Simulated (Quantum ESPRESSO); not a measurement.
# O on hollow sites of W(110): a series in the coverage, part 5 of 10

What law, if any, do the results for O on hollow sites of W(110) follow against the coverage?

Quantum ESPRESSO 7.5; plane-wave DFT, PBE, GBRV ultrasoft pseudopotentials.

So far. Step 6 (Self-consistent run, 0 ML): The vacuum levels are read from the outermost 0.7 Å of the cell on either side. Step 6 (Self-consistent run, 0 ML): Inside the slab this potential holds the local part of the pseudopotentials, which can be repulsive at the nuclei; only its value in the vacuum has a meaning of its own.

### Step 7. Relaxing the ions, 0.1111 ML

System of this step: W(110), 3 layers, 9 sites a cell, 1 O on hollow sites. The cell holds 28 atoms: 27 W and 1 O. Cell: a = 8.267 Å, b = 8.267 Å, c = 20.310 Å, α = 90.0°, β = 90.0°, γ = 70.5°. It derives from W. Vacuum lies along c.

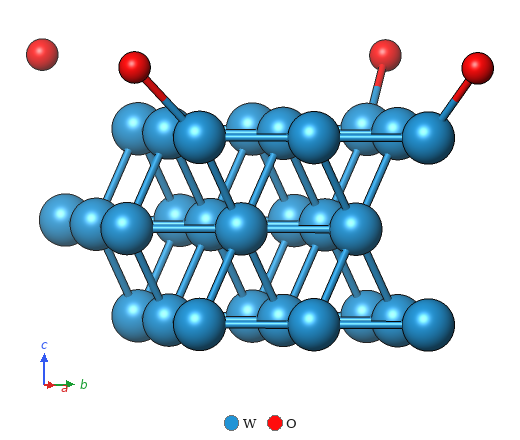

The cell of this step (tungsten blue, oxygen red). Bonds to atoms that aren't drawn are left out. Some periodic images of atoms are drawn too.

File m1.relax.in:

```
&control
  prefix = 'm1.relax'
  outdir = './out'
  pseudo_dir = './pseudo'
  nstep = 70
  forc_conv_thr = 0.0015
  calculation = 'relax'
/
&system
  ibrav = 0
  nat = 28
  ntyp = 2
  ecutwfc = 40
  ecutrho = 200
  occupations = 'smearing'
  smearing = 'mv'
  degauss = 0.02
/
&electrons
  conv_thr = 1e-07
  mixing_beta = 0.3
  electron_maxstep = 120
  mixing_mode = 'local-TF'
/
&ions
/
ATOMIC_SPECIES
  W   183.8400  w_pbe_v1.2.uspp.F.UPF
  O   15.9990  o_pbe_v1.2.uspp.F.UPF
CELL_PARAMETERS angstrom
  6.75035572136698 -4.77322230600000 0.00000000000000
  6.75035572136698 4.77322230600000 0.00000000000000
  0.00000000000000 0.00000000000000 20.31019709156372
ATOMIC_POSITIONS crystal
  W   0.886666666700 0.886666666700 0.347070116820 0 0 0
  W   0.886666666700 0.220000000000 0.347070116820 0 0 0
  W   0.886666666700 0.553333333300 0.347070116820 0 0 0
  W   0.220000000000 0.886666666700 0.347070116820 0 0 0
  W   0.220000000000 0.220000000000 0.347070116820 0 0 0
  W   0.220000000000 0.553333333300 0.347070116820 0 0 0
  W   0.553333333300 0.886666666700 0.347070116820 0 0 0
  W   0.553333333300 0.220000000000 0.347070116820 0 0 0
  W   0.553333333300 0.553333333300 0.347070116820 0 0 0
  W   0.053333333300 0.053333333300 0.457857745500 0 0 0
  W   0.053333333300 0.386666666700 0.457857745500 0 0 0
  W   0.053333333300 0.720000000000 0.457857745500 0 0 0
  W   0.386666666700 0.053333333300 0.457857745500 0 0 0
  W   0.386666666700 0.386666666700 0.457857745500 0 0 0
  W   0.386666666700 0.720000000000 0.457857745500 0 0 0
  W   0.720000000000 0.053333333300 0.457857745500 0 0 0
  W   0.720000000000 0.386666666700 0.457857745500 0 0 0
  W   0.720000000000 0.720000000000 0.457857745500 0 0 0
  W   0.886666666700 0.886666666700 0.568645374180
  W   0.886666666700 0.220000000000 0.568645374180
  W   0.886666666700 0.553333333300 0.568645374180
  W   0.220000000000 0.886666666700 0.568645374180
  W   0.220000000000 0.220000000000 0.568645374180
  W   0.220000000000 0.553333333300 0.568645374180
  W   0.553333333300 0.886666666700 0.568645374180
  W   0.553333333300 0.220000000000 0.568645374180
  W   0.553333333300 0.553333333300 0.568645374180
  O   0.000000000000 0.000000000000 0.652929883180
K_POINTS automatic
  3 3 1 0 0 0
```

Run with:

```sh
$ OMP_NUM_THREADS=1 mpirun -n 8 pw.x -nk 1 -in m1.relax.in > m1.relax.out
```

What it wrote:

```text
[banner, memory and clock lines left out]
Program PWSCF v.7.5 starts
[...]
Message from routine setup:
[...]
number of electrons       =       384.00
     number of Kohn-Sham states=          230
     kinetic-energy cutoff     =      40.0000  Ry
     charge density cutoff     =     200.0000  Ry
[...]
number of k points=     4  Marzari-Vanderbilt smearing, width (Ry)=  0.0200
[...]
Dense  grid:   421977 G-vectors     FFT dimensions: (  72,  72, 180)
[...]
negative rho (up, down):  1.713E+00 0.000E+00
     Starting wfcs are  355 randomized atomic wfcs
[...]
negative rho (up, down):  1.708E+00 0.000E+00
[...]
estimated scf accuracy    <       4.17586212 Ry
[...]
negative rho (up, down):  1.709E+00 0.000E+00
[...]
estimated scf accuracy    <       2.57789919 Ry
[...]
negative rho (up, down):  1.732E+00 0.000E+00
[...]
estimated scf accuracy    <       0.39693273 Ry
[...]
negative rho (up, down):  1.745E+00 0.000E+00
[...]
estimated scf accuracy    <       0.20843157 Ry
[...]
negative rho (up, down):  1.761E+00 0.000E+00
[...]
estimated scf accuracy    <       0.05379354 Ry
[...]
negative rho (up, down):  1.776E+00 0.000E+00
[...]
estimated scf accuracy    <       0.04826634 Ry
[...]
negative rho (up, down):  1.776E+00 0.000E+00
[...]
estimated scf accuracy    <       0.02008218 Ry
[...]
negative rho (up, down):  1.768E+00 0.000E+00
[...]
estimated scf accuracy    <       0.02536104 Ry
[...]
negative rho (up, down):  1.758E+00 0.000E+00
[...]
estimated scf accuracy    <       0.01549787 Ry
[...]
negative rho (up, down):  1.757E+00 0.000E+00
[...]
estimated scf accuracy    <       0.00751740 Ry
[...]
negative rho (up, down):  1.761E+00 0.000E+00
[...]
estimated scf accuracy    <       0.00231339 Ry
[...]
negative rho (up, down):  1.763E+00 0.000E+00
[...]
estimated scf accuracy    <       0.00088367 Ry
[...]
negative rho (up, down):  1.766E+00 0.000E+00
[...]
estimated scf accuracy    <       0.00053041 Ry
[...]
negative rho (up, down):  1.768E+00 0.000E+00
[...]
estimated scf accuracy    <       0.00007876 Ry
[...]
negative rho (up, down):  1.768E+00 0.000E+00
[...]
estimated scf accuracy    <       0.00016627 Ry
[...]
negative rho (up, down):  1.768E+00 0.000E+00
[...]
estimated scf accuracy    <       0.00001364 Ry
[...]
negative rho (up, down):  1.768E+00 0.000E+00
[...]
estimated scf accuracy    <       0.00000091 Ry
[...]
negative rho (up, down):  1.768E+00 0.000E+00
[...]
estimated scf accuracy    <       0.00000083 Ry
[...]
negative rho (up, down):  1.768E+00 0.000E+00
[...]
estimated scf accuracy    <       0.00000030 Ry
[...]
negative rho (up, down):  1.768E+00 0.000E+00
[...]
estimated scf accuracy    <       0.00000021 Ry
[...]
negative rho (up, down):  1.768E+00 0.000E+00
[...]
the Fermi energy is     4.1641 ev
!    total energy              =   -4327.05348797 Ry
     estimated scf accuracy    <       0.00000002 Ry
     smearing contrib. (-TS)   =      -0.00271096 Ry
     internal energy E=F+TS    =   -4327.05077701 Ry
[...]
one-electron contribution =  -23625.64484895 Ry
     hartree contribution      =   11790.11660062 Ry
     xc contribution           =   -1117.46661928 Ry
     ewald contribution        =    8625.94409060 Ry
     convergence has been achieved in  21 iterations
     negative rho (up, down):  1.768E+00 0.000E+00
[...]
Total force =     0.216020     Total SCF correction =     0.000249
[...]
negative rho (up, down):  1.776E+00 0.000E+00
[...]
negative rho (up, down):  1.776E+00 0.000E+00
[...]
estimated scf accuracy    <       0.00785840 Ry
[...]
negative rho (up, down):  1.775E+00 0.000E+00
[...]
estimated scf accuracy    <       0.00364118 Ry
[...]
negative rho (up, down):  1.775E+00 0.000E+00
[...]
estimated scf accuracy    <       0.00097921 Ry
[...]
negative rho (up, down):  1.775E+00 0.000E+00
[...]
estimated scf accuracy    <       0.00018551 Ry
[...]
negative rho (up, down):  1.775E+00 0.000E+00
[...]
estimated scf accuracy    <       0.00006401 Ry
[...]
negative rho (up, down):  1.775E+00 0.000E+00
[...]
estimated scf accuracy    <       0.00002601 Ry
[...]
negative rho (up, down):  1.775E+00 0.000E+00
[...]
estimated scf accuracy    <       0.00002257 Ry
[...]
negative rho (up, down):  1.775E+00 0.000E+00
[...]
estimated scf accuracy    <       0.00000485 Ry
[...]
negative rho (up, down):  1.776E+00 0.000E+00
[...]
estimated scf accuracy    <       0.00000174 Ry
[...]
negative rho (up, down):  1.776E+00 0.000E+00
[...]
estimated scf accuracy    <       0.00000107 Ry
[...]
negative rho (up, down):  1.776E+00 0.000E+00
[...]
estimated scf accuracy    <       0.00000041 Ry
[...]
negative rho (up, down):  1.776E+00 0.000E+00
[...]
estimated scf accuracy    <       0.00000018 Ry
[...]
negative rho (up, down):  1.776E+00 0.000E+00
[...]
the Fermi energy is     4.1961 ev
!    total energy              =   -4327.09614300 Ry
     estimated scf accuracy    <       0.00000003 Ry
     smearing contrib. (-TS)   =      -0.00273032 Ry
     internal energy E=F+TS    =   -4327.09341268 Ry
[...]
one-electron contribution =  -23661.02491759 Ry
     hartree contribution      =   11808.15834668 Ry
     xc contribution           =   -1117.54821199 Ry
     ewald contribution        =    8643.32137022 Ry
     convergence has been achieved in  13 iterations
     negative rho (up, down):  1.776E+00 0.000E+00
[...]
Total force =     0.176668     Total SCF correction =     0.000270
[...]
WARNING: bfgs curvature condition failed, Theta= 0.983
[...]
negative rho (up, down):  1.790E+00 0.000E+00
[...]
negative rho (up, down):  1.790E+00 0.000E+00
[...]
estimated scf accuracy    <       0.00946307 Ry
[...]
negative rho (up, down):  1.790E+00 0.000E+00
[...]
estimated scf accuracy    <       0.00440565 Ry
[...]
negative rho (up, down):  1.789E+00 0.000E+00
[...]
estimated scf accuracy    <       0.00111315 Ry
[...]
negative rho (up, down):  1.789E+00 0.000E+00
[...]
estimated scf accuracy    <       0.00023537 Ry
[...]
negative rho (up, down):  1.789E+00 0.000E+00
[...]
estimated scf accuracy    <       0.00007158 Ry
[...]
negative rho (up, down):  1.789E+00 0.000E+00
[...]
estimated scf accuracy    <       0.00003103 Ry
[...]
negative rho (up, down):  1.789E+00 0.000E+00
[...]
estimated scf accuracy    <       0.00002540 Ry
[...]
negative rho (up, down):  1.790E+00 0.000E+00
[...]
estimated scf accuracy    <       0.00000512 Ry
[...]
negative rho (up, down):  1.790E+00 0.000E+00
[...]
estimated scf accuracy    <       0.00000210 Ry
[...]
negative rho (up, down):  1.790E+00 0.000E+00
[...]
estimated scf accuracy    <       0.00000085 Ry
[...]
negative rho (up, down):  1.790E+00 0.000E+00
[...]
estimated scf accuracy    <       0.00000024 Ry
[...]
negative rho (up, down):  1.790E+00 0.000E+00
[...]
the Fermi energy is     4.2294 ev
!    total energy              =   -4327.12976312 Ry
     estimated scf accuracy    <       0.00000009 Ry
     smearing contrib. (-TS)   =      -0.00256015 Ry
     internal energy E=F+TS    =   -4327.12720296 Ry
[...]
one-electron contribution =  -23706.13134146 Ry
     hartree contribution      =   11831.07984445 Ry
     xc contribution           =   -1117.65869923 Ry
     ewald contribution        =    8665.58299328 Ry
     convergence has been achieved in  12 iterations
     negative rho (up, down):  1.790E+00 0.000E+00
[...]
Total force =     0.119550     Total SCF correction =     0.000473
[...]
negative rho (up, down):  1.788E+00 0.000E+00
[...]
negative rho (up, down):  1.788E+00 0.000E+00
[...]
estimated scf accuracy    <       0.02384995 Ry
[...]
negative rho (up, down):  1.788E+00 0.000E+00
[...]
estimated scf accuracy    <       0.01076867 Ry
[...]
negative rho (up, down):  1.787E+00 0.000E+00
[...]
estimated scf accuracy    <       0.00217373 Ry
[...]
negative rho (up, down):  1.787E+00 0.000E+00
[...]
estimated scf accuracy    <       0.00044594 Ry
[...]
negative rho (up, down):  1.787E+00 0.000E+00
[...]
estimated scf accuracy    <       0.00014538 Ry
[...]
negative rho (up, down):  1.787E+00 0.000E+00
[...]
estimated scf accuracy    <       0.00004599 Ry
[...]
negative rho (up, down):  1.787E+00 0.000E+00
[...]
estimated scf accuracy    <       0.00003711 Ry
[...]
negative rho (up, down):  1.787E+00 0.000E+00
[...]
estimated scf accuracy    <       0.00000910 Ry
[...]
negative rho (up, down):  1.788E+00 0.000E+00
[...]
estimated scf accuracy    <       0.00000732 Ry
[...]
negative rho (up, down):  1.788E+00 0.000E+00
[...]
estimated scf accuracy    <       0.00000215 Ry
[...]
negative rho (up, down):  1.789E+00 0.000E+00
[...]
estimated scf accuracy    <       0.00000079 Ry
[...]
negative rho (up, down):  1.789E+00 0.000E+00
[...]
estimated scf accuracy    <       0.00000020 Ry
[...]
negative rho (up, down):  1.789E+00 0.000E+00
[...]
estimated scf accuracy    <       0.00000008 Ry
[...]
negative rho (up, down):  1.789E+00 0.000E+00
[...]
the Fermi energy is     4.2726 ev
!    total energy              =   -4327.15189650 Ry
     estimated scf accuracy    <       0.00000002 Ry
     smearing contrib. (-TS)   =      -0.00206736 Ry
     internal energy E=F+TS    =   -4327.14982915 Ry
[...]
one-electron contribution =  -23793.55583076 Ry
     hartree contribution      =   11875.30124271 Ry
     xc contribution           =   -1117.86390095 Ry
     ewald contribution        =    8708.96865985 Ry
     convergence has been achieved in  14 iterations
     negative rho (up, down):  1.789E+00 0.000E+00
[...]
Total force =     0.085019     Total SCF correction =     0.000306
[...]
negative rho (up, down):  1.783E+00 0.000E+00
[...]
negative rho (up, down):  1.783E+00 0.000E+00
[...]
estimated scf accuracy    <       0.00484515 Ry
[...]
negative rho (up, down):  1.783E+00 0.000E+00
[...]
estimated scf accuracy    <       0.00188953 Ry
[...]
negative rho (up, down):  1.783E+00 0.000E+00
[...]
estimated scf accuracy    <       0.00020984 Ry
[...]
negative rho (up, down):  1.783E+00 0.000E+00
[...]
estimated scf accuracy    <       0.00006523 Ry
[...]
negative rho (up, down):  1.783E+00 0.000E+00
[...]
estimated scf accuracy    <       0.00001350 Ry
[...]
negative rho (up, down):  1.783E+00 0.000E+00
[...]
estimated scf accuracy    <       0.00000388 Ry
[...]
negative rho (up, down):  1.783E+00 0.000E+00
[...]
estimated scf accuracy    <       0.00000499 Ry
[...]
negative rho (up, down):  1.783E+00 0.000E+00
[...]
estimated scf accuracy    <       0.00000078 Ry
[...]
negative rho (up, down):  1.783E+00 0.000E+00
[...]
estimated scf accuracy    <       0.00000038 Ry
[...]
negative rho (up, down):  1.783E+00 0.000E+00
[...]
estimated scf accuracy    <       0.00000014 Ry
[...]
negative rho (up, down):  1.783E+00 0.000E+00
[...]
estimated scf accuracy    <       0.00000008 Ry
[...]
negative rho (up, down):  1.783E+00 0.000E+00
[...]
the Fermi energy is     4.2899 ev
!    total energy              =   -4327.17186478 Ry
     estimated scf accuracy    <          8.8E-10 Ry
     smearing contrib. (-TS)   =      -0.00111780 Ry
     internal energy E=F+TS    =   -4327.17074698 Ry
[...]
one-electron contribution =  -24047.02888835 Ry
     hartree contribution      =   12002.41310481 Ry
     xc contribution           =   -1118.19492739 Ry
     ewald contribution        =    8835.63996395 Ry
     convergence has been achieved in   9 iterations
     negative rho (up, down):  1.770E+00 0.000E+00
[...]
Total force =     0.005824     Total SCF correction =     0.000094
[...]
negative rho (up, down):  1.771E+00 0.000E+00
[...]
negative rho (up, down):  1.771E+00 0.000E+00
[...]
estimated scf accuracy    <       0.00009284 Ry
[...]
negative rho (up, down):  1.771E+00 0.000E+00
[...]
estimated scf accuracy    <       0.00003527 Ry
[...]
negative rho (up, down):  1.771E+00 0.000E+00
[...]
estimated scf accuracy    <       0.00000429 Ry
[...]
negative rho (up, down):  1.771E+00 0.000E+00
[...]
estimated scf accuracy    <       0.00000126 Ry
[...]
negative rho (up, down):  1.771E+00 0.000E+00
[...]
estimated scf accuracy    <       0.00000014 Ry
[...]
negative rho (up, down):  1.771E+00 0.000E+00
[...]
estimated scf accuracy    <       0.00000002 Ry
[...]
negative rho (up, down):  1.771E+00 0.000E+00
[...]
estimated scf accuracy    <          9.1E-09 Ry
[...]
negative rho (up, down):  1.771E+00 0.000E+00
[...]
```

The job ended after 82 min (8 MPI ranks of Arm Neoverse V1, shared host; peak memory 4.5 GiB).

Relaxation path:

| step | energy less that of the first step (eV) | largest force (eV/Å) |
| --- | --- | --- |
| 1 | 0.0000 | 4.5552 |
| 2 | -0.5804 | 3.9164 |
| 3 | -1.0378 | 2.7641 |
| 4 | -1.3389 | 1.7907 |
| 5 | -1.4286 | 1.4267 |
| 6 | -1.5123 | 0.8727 |
| 7 | -1.5766 | 0.4481 |
| 8 | -1.5915 | 0.4420 |
| 9 | -1.6044 | 0.3157 |
| 10 | -1.6082 | 0.1404 |
| 11 | -1.6097 | 0.0805 |
| 12 | -1.6106 | 0.0784 |
| 13 | -1.6114 | 0.0768 |
| 14 | -1.6118 | 0.0592 |
| 15 | -1.6120 | 0.0461 |
| 16 | -1.6123 | 0.0546 |
| 17 | -1.6125 | 0.0379 |

The atoms that moved most (Å):

| atom | dx | dy | dz | length |
| --- | --- | --- | --- | --- |
| O28 | 0.105 | 0.000 | -0.542 | 0.552 |
| W23 | 0.081 | 0.000 | -0.085 | 0.117 |
| W27 | 0.015 | 0.000 | -0.086 | 0.087 |
| W26 | 0.011 | 0.003 | -0.082 | 0.083 |
| W24 | 0.011 | -0.003 | -0.082 | 0.083 |
| W25 | 0.008 | 0.003 | -0.074 | 0.074 |
| W21 | 0.008 | -0.003 | -0.074 | 0.074 |
| W19 | -0.043 | 0.000 | -0.049 | 0.065 |

The relaxation lowers the energy by 58 meV an atom. On the free atoms the largest force ends at 0.038 eV/Å.

This step gave:

| Item | Value |
| --- | --- |
| free energy | -58874.1744 eV |
| Fermi energy | 4.291 eV |

[end of part 5 of 10]

[Logs are printed without paths, hosts, clocks, repeated set-up lines and the standing remarks that a program may print on its own settings, such as how far it seeks lower states.]

[Hosts, paths, dates, database ids (printed as entryN), source tags and the programs' standing remarks are cut or masked in the printed files.]

[Maps of the electrostatic potential energy from Ansatz leave out the sawtooth potential of an applied field or a dipole correction, so their vacuum need not be flat; planar profiles and work functions include it.]
